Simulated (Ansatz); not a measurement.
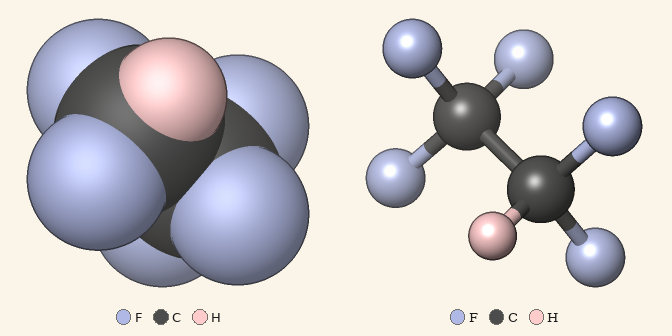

Both panels show the same species.

The computed structure is the end point of a PBE0-D4/def2-TZVP optimisation.

Give the formula.

Answer. C₂HF₅, 8 atoms: 2 carbon, 1 hydrogen and 5 fluorine.

How many sets of symmetry-equivalent atoms are there?

Answer. 6: 2 F, 1 C, 1 C, 2 F, 1 F, 1 H.

Which point group does it belong to?

Answer. Cs.

The parts below concern this one geometry. Atoms keep their numbers from picture to picture.

**Shape**

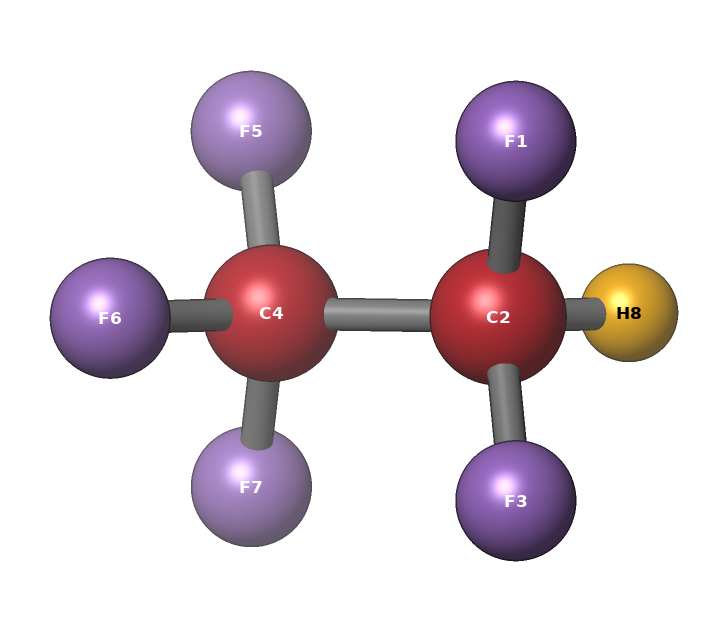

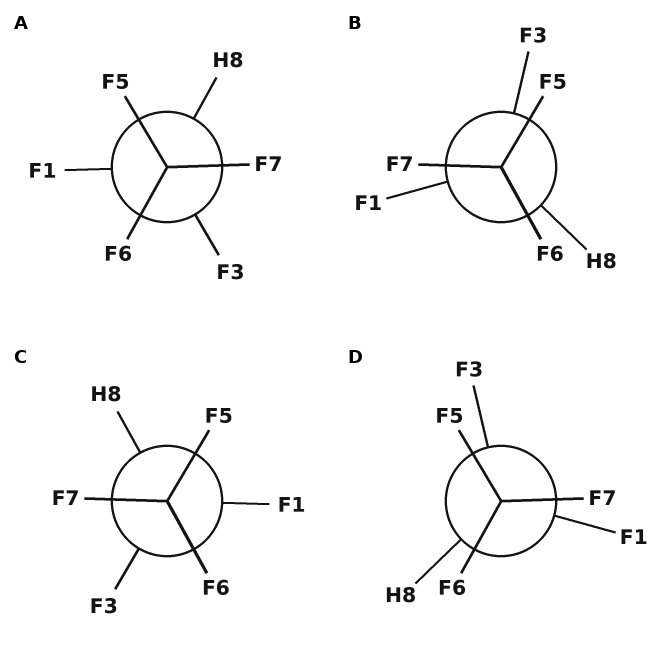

Depth is shown by fading: the farther an atom, the more it takes the colour of the background. Bonds that would overlap in a projection are set slightly apart.

Which Newman projection shows the view along C4–C2, with C4 in front?

Answer. C. The torsion angle F5–C4–C2–F1 is 61°, synclinal (gauche).

**Levels of theory compared**

Program: Ansatz 0.2.0.

Tabulate HOMO energy (eV) at these levels: CAM-B3LYP-D4/def2-TZVPP; HSE06 (plane-wave form)-D4/def2-TZVPP; PBE-D4/def2-TZVPP; PBE0-D4/def2-QZVPP; PBE0-D4/def2-SVP; SPW92 (LDA)/def2-TZVPP; r2SCAN-D4/def2-TZVPP; revPBE-D4/def2-TZVPP; ωB97M-V/def2-QZVPP.

```tsv
level	HOMO energy (eV)
CAM-B3LYP-D4/def2-TZVPP	−12.10
HSE06 (plane-wave form)-D4/def2-TZVPP	−10.08
PBE-D4/def2-TZVPP	−8.63
PBE0-D4/def2-QZVPP	−10.55
PBE0-D4/def2-SVP	−10.32
SPW92 (LDA)/def2-TZVPP	−8.83
r2SCAN-D4/def2-TZVPP	−9.06
revPBE-D4/def2-TZVPP	−8.53
ωB97M-V/def2-QZVPP	−12.98
```

**Vibrations**

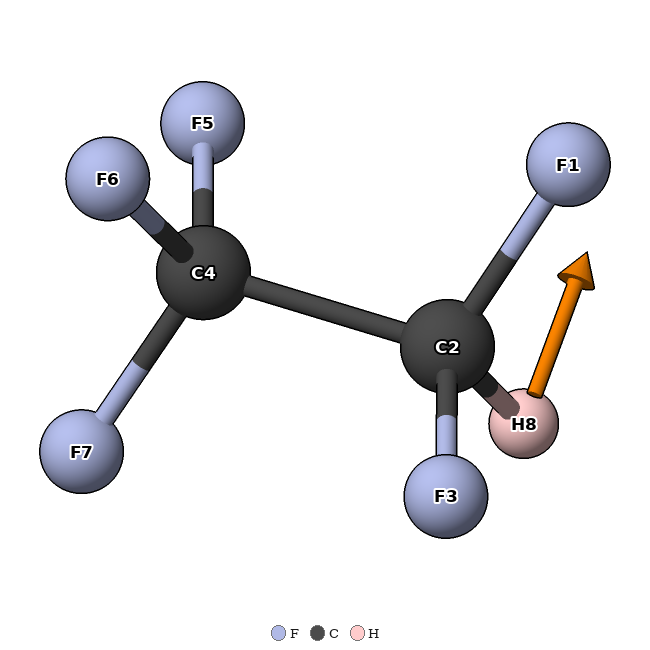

The arrows show one normal mode. Harmonic vibrations computed with RKS PBE0-D4/def2-TZVP (Ansatz 0.2.0) at a stationary point of the same level.

Describe the motion.

Answer. Mostly F–C–H bending.

Estimate its harmonic wavenumber.

Answer. 1376 cm⁻¹; it is mode 16 of 18 counted from the lowest.

**Thermal motion**

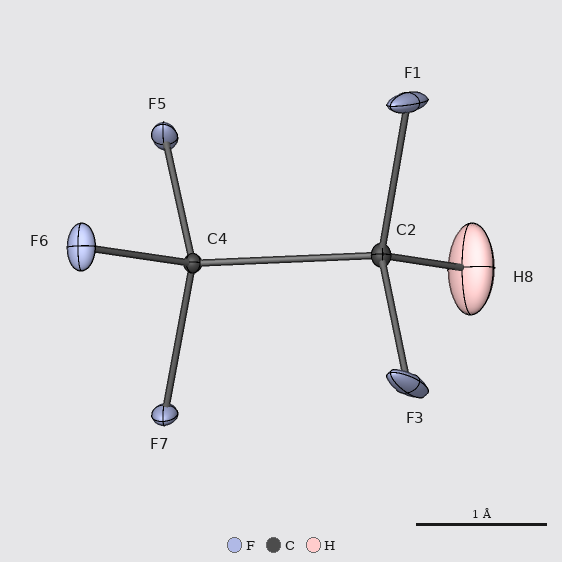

Displacement ellipsoids at the 50 % level, from the internal vibrations of the free molecule (harmonic, no overall translation or rotation; no half-axis is drawn under 0.075 Å). Vibrations computed with RKS PBE0-D4/def2-TZVP (Ansatz 0.2.0). Temperature: 400 K.

Which atom moves most?

Answer. H8, with U_eq = 0.0254 Å².

Does H8 move more along its bond or across it?

Answer. Across it: the root-mean-square amplitude is 0.080 Å along the bond and up to 0.228 Å across, since bending and torsion are softer than stretching.

List U_eq and the three principal root-mean-square amplitudes for each kind of atom.

```csv
atom,U_eq (Å²),rms amplitudes (Å)
"F1, F3",0.0111,"0.034, 0.069, 0.165"
C2,0.0021,"0.036, 0.040, 0.059"
C4,0.0015,"0.035, 0.041, 0.042"
"F5, F7",0.0058,"0.033, 0.064, 0.110"
F6,0.0069,"0.033, 0.074, 0.119"
H8,0.0254,"0.080, 0.132, 0.228"
```

**Charges**

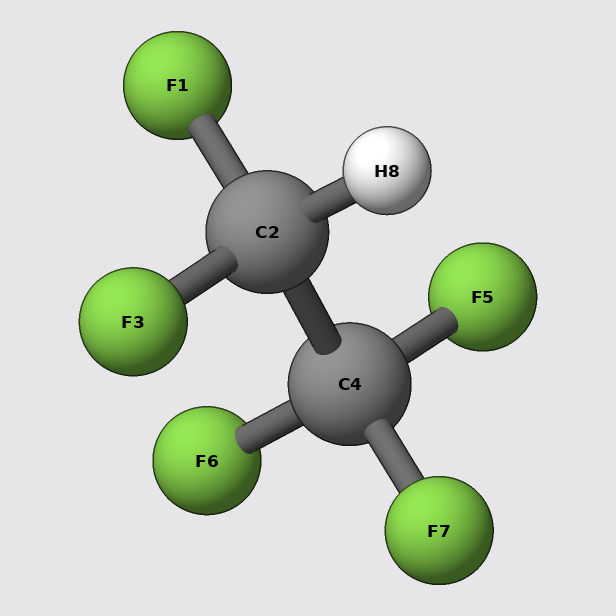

The questions are on Mulliken charges. Properties computed with RKS B3LYP-D4/def2-TZVPP (Ansatz 0.2.0).

Which atom carries the highest charge (most positive or least negative)?

Answer. C4 (0.48 e).

And the lowest?

Answer. F1, F3 (−0.18 e).

List the Mulliken charges.

```csv
atom,value (e)
F1,−0.18
C2,0.28
F3,−0.18
C4,0.48
F5,−0.16
F6,−0.16
F7,−0.16
H8,0.09
```

Mulliken values depend strongly on the basis set and can even reverse the polarity of a bond.
